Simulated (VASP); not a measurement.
Band structure of Y₂Si (space group P4/nmm). Level of theory: PBE GGA, VASP's PBE PAW potentials (set 64) (plane waves; VASP 6.6.1).

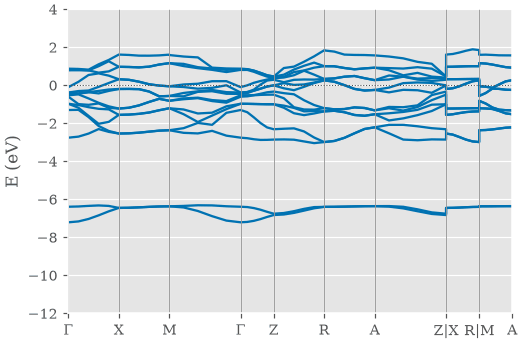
Fig. 1. Bands along high-symmetry lines, zero at the valence-band maximum or, without a gap, the Fermi level

Problem. Read the plot: is there a gap, and where are the band edges?

Solution. It has no gap at this level: it comes out as a metal or semimetal.

The structure was generated: Y2Si was put into an ordered model structure, which need not be its known phase. The cell was not relaxed at this level. The k-mesh is coarse (spacing up to 0.42 per Å, 2π included), so the numbers may not be converged in it.
